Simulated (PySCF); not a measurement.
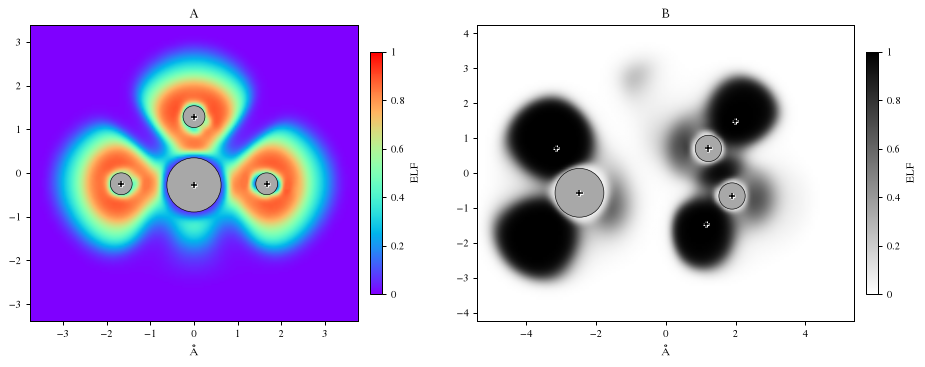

The ELF of 2 systems, each on a plane through atoms (crosses mark nuclei in the plane; grey discs cover the cores).

Level of theory: CAM-B3LYP/def2-SVPD, SCF density, gas phase (PySCF 2.14.0).

System 1: F3H2P, the plane of atoms F1, P2 and F3. Geometry: GFN2-xTB.

```xyz
6

F     1.3083    0.2236   -0.6667
P    -0.0696   -0.0116    0.0319
F    -0.2241    1.6347    0.2241
F     0.1308   -1.6503   -0.1832
H    -0.0018   -0.1715    1.3839
H    -1.1404   -0.0228   -0.8115
```

System 2: C3H12GeSi (SMILES C[CH2][GeH2][CH2][SiH3]), the plane of atoms C1, C2 and H10. Geometry: GFN2-xTB.

```xyz
17

C    -2.0365    0.5758    0.7253
C    -1.4221    0.6437   -0.6660
Ge   -0.2248   -0.8901   -1.0407
C     1.2194   -1.0754    0.2934
Si    2.3286    0.4580    0.4280
H    -2.6198   -0.3368    0.8400
H    -1.2596    0.5795    1.4884
H    -2.6944    1.4247    0.9069
H    -0.8535    1.5690   -0.7739
H    -2.2146    0.6711   -1.4157
H    -1.0333   -2.1712   -1.0738
H     0.3597   -0.7539   -2.4270
H     1.8237   -1.9423    0.0292
H     0.7719   -1.2935    1.2630
H     3.3811    0.1918    1.4137
H     2.9291    0.7522   -0.8750
H     1.5381    1.6095    0.8744
```

### Match each panel to its system.

Panel A is system 1, F3H2P: the plane holds F and P. P–F (1.56 Å): the ELF peaks at about 0.85 in the valence shell of F, 0.6 Å from its nucleus, and is about 0.65 at the midpoint. Panel B is system 2, C3H12GeSi: the plane holds C, Si and H. C–C (1.52 Å): the ELF peaks at about 0.95 between the atoms (a covalent bond).
